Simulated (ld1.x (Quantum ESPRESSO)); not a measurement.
## Pseudopotential generation, with input and output: Ne

System: neon (Ne, Z = 10), core [He], reference valence 2s2 2p6, valence charge 8.
Method: ultrasoft potential, LDA (PZ), non-relativistic, made with ld1.x (Quantum ESPRESSO) 7.5.

Summary:

- outcome: generated, but the overlap operator is not positive, so unusable
- ghost test: ghost state below the valence levels: s at -166.7 eV (d not tested) (spherical-Bessel basis up to 400 Ry, 20 bohr box)
- configuration tests: test run stopped at test 3 of 8 (negative rho)
- lowest eigenvalue of the overlap operator S in a Bessel basis (separate test): -1.7 (d channel); it is negative, so in a basis up to 400 Ry S is not positive definite
- density cutoff estimated by the generator: 1554 Ry
- largest excitation error among the tests solved: -370 meV (all-electron minus pseudo) for 2s2 2p4
- range over which the phases arctan(r u′/u) at the test radius agree within 0.05 rad (a looser test near the poles than one of phase shifts): s: over the whole range computed; p: over the whole range computed; d: over the whole range computed
- hardware: 1 CPU thread, shared host
- wall time: 0.79 s

Notes:

The potential has a bound ghost state, so it can't be used as it stands. An excitation error of 370 meV in its own tests makes this a poorly transferable potential. The d channel couldn't be tested for ghost states or cutoffs, since the overlap operator isn't positive definite there.

Input file:
```
 &input
   title='Ne', zed=10., rel=0, dft='PZ', iswitch=3,
   config='[Ne] 3d-2',
   nld=3, rlderiv=0.85, eminld=-5.0, emaxld=5.0, deld=0.02
 /
 &inputp
   pseudotype=3, tm=.true., lloc=-1, rcloc=0.45,
   nlcc=.false.,
   which_augfun='PSQ', rmatch_augfun_nc=.true.,
   file_pseudopw='Ne.UPF', file_wfcaegen='ae.wfc', file_wfcncgen='nc.wfc', file_beta='beta', file_chi='chi', file_wfcusgen='us.wfc'
 /
6
2S  1  0   2.00   0.00  0.40  0.50  0.0
2S  1  0   0.00   0.25  0.40  0.50  0.0
2P  2  1   6.00   0.00  0.60  0.75  0.0
2P  2  1   0.00   2.75  0.60  0.75  0.0
3D  3  2  -2.00  -0.15  0.55  0.60  0.0
3D  3  2  -2.00   2.30  0.55  0.60  0.0
 &test
   configts(1)='2s2 2p6'
 /
```

Input of the test run:
```
 &input
   title='Ne', zed=10., rel=0, dft='PZ', iswitch=2,
   config='[Ne] 3d-2'
 /
 &test
   file_pseudo='Ne.UPF', nconf=9,
   configts(1)='2s2 2p6',
   configts(2)='2s2 2p5',
   configts(3)='2s2 2p4',
   configts(4)='2s2 2p3',
   configts(5)='2s2 2p2',
   configts(6)='2s2 2p5.5',
   configts(7)='2s1 2p6',
   configts(8)='2s2 2p5', lsdts(8)=1,
   configts(9)='2s2 2p4', lsdts(9)=1
 /
```

Launched with:
```bash
ld1.x < Ne.in > Ne.out
```

Output:
```
     Program LD1 v.7.5
     --------------------------- All-electron run ----------------------------

     Ne

     atomic number is 10.00
     dft =PZ   lsd =0 sic =0 latt =0  beta=0.20 tr2=1.0E-14
     Exchange-correlation= PZ
                           (   1   1   0   0   0   0   0)
     mesh =1113 r(mesh) =  99.22747 a.u. xmin = -7.00 dx = 0.01250
     1 Ry =  13.60569312 eV

     n l     nl                  e(Ry)          e(Ha)          e(eV)
     1 0     1S 1( 2.00)       -60.6129       -30.3065      -824.6805
     2 0     2S 1( 2.00)        -2.6449        -1.3225       -35.9861
     2 1     2P 1( 6.00)        -0.9955        -0.4978       -13.5450

     final scf error:  7.9E-15 reached in  29 iterations

     Etot =    -256.454564 Ry,    -128.227282 Ha,   -3489.242097 eV

     Ekin =     255.470837 Ry,     127.735419 Ha,    3475.857814 eV
     Encl =    -619.958630 Ry,    -309.979315 Ha,   -8434.966869 eV
     Eh   =     131.440159 Ry,      65.720080 Ha,    1788.334468 eV
     Exc  =     -23.406930 Ry,     -11.703465 Ha,    -318.467511 eV

     normalization and overlap integrals

     s(1S/1S) =  1.000000  <r> =   0.1589  <r2> =    0.0341  r(max) =   0.1038
     s(2S/2S) =  1.000000  <r> =   0.9042  <r2> =    0.9998  r(max) =   0.6855
     s(2P/2P) =  1.000000  <r> =   0.9817  <r2> =    1.2979  r(max) =   0.6203

     ------------------------ End of All-electron run ------------------------

     --------------------- Generating US pseudopotential ---------------------

      Generating local potential from pseudized AE potential:
      Matching radius rcloc =   0.4500

      Local pseudo, rcloc= 0.448 Estimated cut-off energy=   118.17 Ry
      Wfc-us  2S rcutus= 0.495  Estimated cut-off energy=   167.07 Ry
      Wfc-us  2S rcutus= 0.495  Estimated cut-off energy=   170.65 Ry
      Wfc-us  2P rcutus= 0.758  Estimated cut-off energy=   132.41 Ry
      Wfc-us  2P rcutus= 0.758  Estimated cut-off energy=   145.72 Ry
      Wfc-us  3D rcutus= 0.605  Estimated cut-off energy=   276.50 Ry
      Wfc-us  3D rcutus= 0.605  Estimated cut-off energy=   278.51 Ry

     Q pseudized with Bessel functions
     Expected ecutrho=    1553.8746 due to l1=  0   l2=  2

     ------------------- End of pseudopotential generation -------------------

     --------------------------- All-electron run ----------------------------

     Ne

     atomic number is 10.00
     dft =PZ   lsd =0 sic =0 latt =0  beta=0.20 tr2=1.0E-14
     Exchange-correlation= PZ
                           (   1   1   0   0   0   0   0)
     mesh =1113 r(mesh) =  99.22747 a.u. xmin = -7.00 dx = 0.01250
     1 Ry =  13.60569312 eV

     n l     nl                  e(Ry)          e(Ha)          e(eV)
     1 0     1S 1( 2.00)       -60.6129       -30.3065      -824.6805
     2 0     2S 1( 2.00)        -2.6449        -1.3225       -35.9861
     2 1     2P 1( 6.00)        -0.9955        -0.4978       -13.5450

     final scf error:  7.9E-15 reached in  29 iterations

     Etot =    -256.454564 Ry,    -128.227282 Ha,   -3489.242097 eV

     Ekin =     255.470837 Ry,     127.735419 Ha,    3475.857814 eV
     Encl =    -619.958630 Ry,    -309.979315 Ha,   -8434.966869 eV
     Eh   =     131.440159 Ry,      65.720080 Ha,    1788.334468 eV
     Exc  =     -23.406930 Ry,     -11.703465 Ha,    -318.467511 eV

     normalization and overlap integrals

     s(1S/1S) =  1.000000  <r> =   0.1589  <r2> =    0.0341  r(max) =   0.1038
     s(2S/2S) =  1.000000  <r> =   0.9042  <r2> =    0.9998  r(max) =   0.6855
     s(2P/2P) =  1.000000  <r> =   0.9817  <r2> =    1.2979  r(max) =   0.6203

     ------------------------ End of All-electron run ------------------------

     Computing logarithmic derivative in   0.85315
     Computing logarithmic derivative in   0.85315
     Computing the partial wave expansion
     R is outside the sphere for l=    0 j= 0.00
     R is outside the sphere for l=    0 j= 0.00
     R is outside the sphere for l=    1 j= 0.00
     R is outside the sphere for l=    1 j= 0.00
     R is outside the sphere for l=    2 j= 0.00
     R is outside the sphere for l=    2 j= 0.00

     ---------------------- Testing the pseudopotential ----------------------

     Ne

     atomic number is 10.00   valence charge is  8.00
     dft =PZ   lsd =0 sic =0 latt =0  beta=0.20 tr2=1.0E-14
     mesh =1113 r(mesh) =  99.22747 xmin = -7.00 dx = 0.01250

     n l     nl             e AE (Ry)        e PS (Ry)    De AE-PS (Ry)
     1 0     2S   1( 2.00)       -2.64493       -2.64493        0.00000
     2 1     2P   1( 6.00)       -0.99554       -0.99554        0.00000

     eps = 3.3E-24  iter =  1

     Etot =    -256.454564 Ry,    -128.227282 Ha,   -3489.242097 eV
     Etotps =   -69.955621 Ry,     -34.977811 Ha,    -951.794714 eV

     Ekin =      46.594263 Ry,      23.297132 Ha,     633.947249 eV
     Encl =    -183.025995 Ry,     -91.512998 Ha,   -2490.195522 eV
     Ehrt =      62.354906 Ry,      31.177453 Ha,     848.381714 eV
     Ecxc =     -11.662997 Ry,      -5.831499 Ha,    -158.683162 eV
     Epseu=      15.784202 Ry,       7.892101 Ha,     214.755007 eV

     ---------------------- End of pseudopotential test ----------------------
```

Output of the test run (extracts):
```
     ---------------------- Testing the pseudopotential ----------------------

     Ne

     atomic number is 10.00   valence charge is  8.00
     dft =PZ   lsd =0 sic =0 latt =0  beta=0.20 tr2=1.0E-14
     mesh =1113 r(mesh) =  99.22747 xmin = -7.00 dx = 0.01250

     n l     nl             e AE (Ry)        e PS (Ry)    De AE-PS (Ry)
     1 0     2S   1( 2.00)       -2.64493       -2.64493        0.00000
     2 1     2P   1( 6.00)       -0.99554       -0.99554        0.00000

     eps = 8.2E-22  iter =  1

     Etot =    -256.454564 Ry,    -128.227282 Ha,   -3489.242097 eV
     Etotps =   -69.955621 Ry,     -34.977811 Ha,    -951.794714 eV

     Ekin =      46.594263 Ry,      23.297132 Ha,     633.947249 eV
     Encl =    -183.025995 Ry,     -91.512998 Ha,   -2490.195522 eV
     Ehrt =      62.354906 Ry,      31.177453 Ha,     848.381714 eV
     Ecxc =     -11.662997 Ry,      -5.831499 Ha,    -158.683162 eV
     Epseu=      15.784202 Ry,       7.892101 Ha,     214.755007 eV

     ---------------------- End of pseudopotential test ----------------------

     ---------------------- Testing the pseudopotential ----------------------

     Ne

     atomic number is 10.00   valence charge is  8.00
     dft =PZ   lsd =0 sic =0 latt =0  beta=0.20 tr2=1.0E-14
     mesh =1113 r(mesh) =  99.22747 xmin = -7.00 dx = 0.01250

     n l     nl             e AE (Ry)        e PS (Ry)    De AE-PS (Ry)
     1 0     2S   1( 2.00)       -4.05375       -4.05738        0.00363
     2 1     2P   1( 5.00)       -2.38462       -2.38473        0.00011

     eps = 9.6E-15  iter = 21

     Etot =    -254.788493 Ry,    -127.394246 Ha,   -3466.574046 eV
     Etotps =   -68.289228 Ry,     -34.144614 Ha,    -929.122277 eV
     dEtot_ae =       1.666071 Ry
     dEtot_ps =       1.666393 Ry,   Delta E=      -0.000322 Ry

     Ekin =      44.285043 Ry,      22.142521 Ha,     602.528699 eV
     Encl =    -170.480840 Ry,     -85.240420 Ha,   -2319.509996 eV
     Ehrt =      51.562231 Ry,      25.781116 Ha,     701.539895 eV
     Ecxc =     -10.537496 Ry,      -5.268748 Ha,    -143.369937 eV
     Epseu=      16.881835 Ry,       8.440917 Ha,     229.689063 eV

     ---------------------- End of pseudopotential test ----------------------

     ---------------------- Testing the pseudopotential ----------------------

     Ne

     atomic number is 10.00   valence charge is  8.00
     dft =PZ   lsd =0 sic =0 latt =0  beta=0.20 tr2=1.0E-14
     mesh =1113 r(mesh) =  99.22747 xmin = -7.00 dx = 0.01250

     n l     nl             e AE (Ry)        e PS (Ry)    De AE-PS (Ry)
     1 0     2S   1( 2.00)       -5.69926       -5.70053        0.00127
     2 1     2P   1( 4.00)       -4.03831       -4.06224        0.02393  !

     eps = 4.0E-15  iter = 23

     Etot =    -251.597519 Ry,    -125.798759 Ha,   -3423.158631 eV
     Etotps =   -65.071412 Ry,     -32.535706 Ha,    -885.341657 eV
     dEtot_ae =       4.857045 Ry
     dEtot_ps =       4.884210 Ry,   Delta E=      -0.027164 Ry

     Ekin =      40.791701 Ry,      20.395850 Ha,     554.999362 eV
     Encl =    -147.431419 Ry,     -73.715710 Ha,   -2005.906650 eV
     Ehrt =      40.279840 Ry,      20.139920 Ha,     548.035142 eV
     Ecxc =      -9.096936 Ry,      -4.548468 Ha,    -123.770119 eV
     Epseu=      10.385403 Ry,       5.192702 Ha,     141.300607 eV

     ---------------------- End of pseudopotential test ----------------------
```

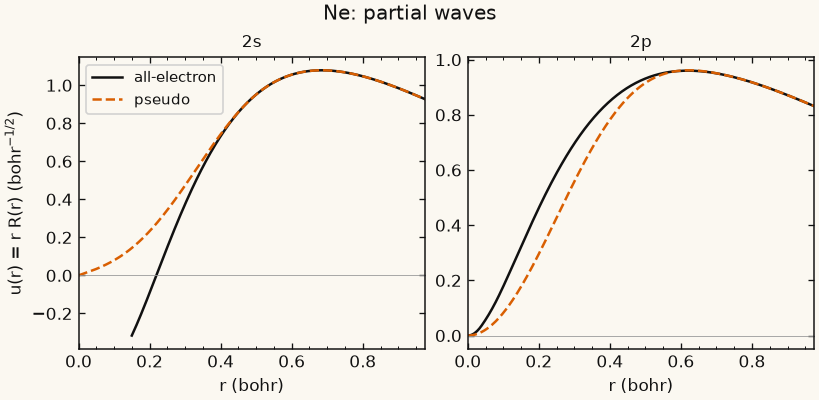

**Figure 1.** Pseudo-waves (dashed) against the all-electron radial functions (solid). The innermost oscillations of some all-electron curves aren't drawn. Reference configuration 2s2 2p6.

- Matching radii: 2s at 0.50 bohr; 2p at 0.75 bohr. The curves merge smoothly, so the plot gives these only roughly.
- Nodes of the pseudo-waves: 2s has no node; 2p has no node. The potential isn't sound: its ghost test gives ghost state below the valence levels: s at -166.7 eV (d not tested); its overlap operator has a negative eigenvalue, -1.7.

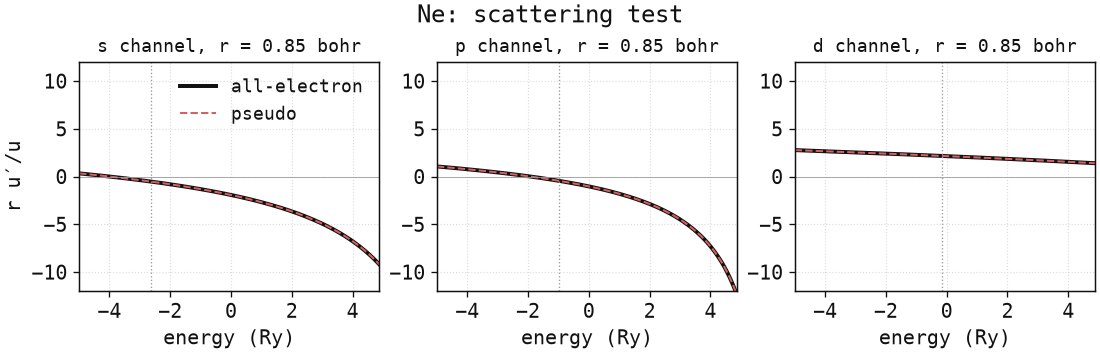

**Figure 2.** Logarithmic derivatives r u′/u at the test radius against energy, all-electron atom (solid) and pseudo-atom (dashed). Here u = r R(r). The dotted line marks the reference energy of the channel.

- Zeros of the logarithmic derivative: s: all-electron -4.0 Ry, pseudo -4.0 Ry; p: all-electron -1.9 Ry, pseudo -1.9 Ry; d: all-electron nowhere, pseudo nowhere.
- Ghost states: the plot shows none: pseudo and all-electron curves have the same branches in all channels drawn. The separate test gives: ghost state below the valence levels: s at -166.7 eV (d not tested). The bound ghosts lie below the range of the plot. The potential isn't sound: its overlap operator has a negative eigenvalue, -1.7.

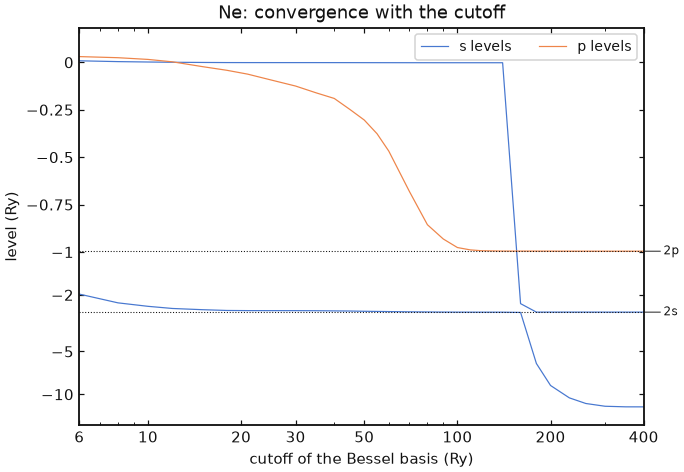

**Figure 3.** The pseudo-atom Hamiltonian at the reference potential is diagonalised in spherical Bessel functions (20 bohr box) up to the cutoff. Curves: the lowest levels of each channel that holds a bound state. Dotted lines: the all-electron valence levels.

- Ghost states: ghost state below the valence levels: s at -166.7 eV (d not tested). A ghost is a state of the pseudo-atom that lies below a valence level of its channel, or is bound in a channel without one, and matches no all-electron valence level; bound levels above the valence ones can be real empty states. In Ry: s -12.25.
- Onset of the ghost: the lowest s curve lies clearly below the lowest valence level of its channel from about 180 Ry on and ends at -12.25 Ry. A test at a low cutoff would miss it.
- All-electron valence levels: 2s: -2.64 Ry; 2p: -1.00 Ry.

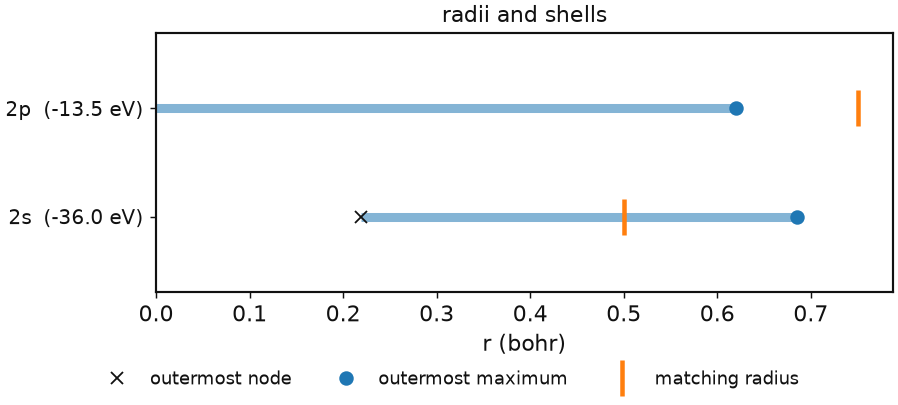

**Figure 4.** Outer shells of the all-electron reference atom: each bar runs from the outermost node (or the nucleus) to the outermost maximum of u(r); the tick is the radius chosen for the pseudo-wave. Shells without a tick have no pseudo-wave of their own. Levels, nodes and maxima are from ld1.x, non-relativistic.

- Radii against the shells: 2s: 0.50 bohr, between node and maximum; 2p: 0.75 bohr, outside the maximum.
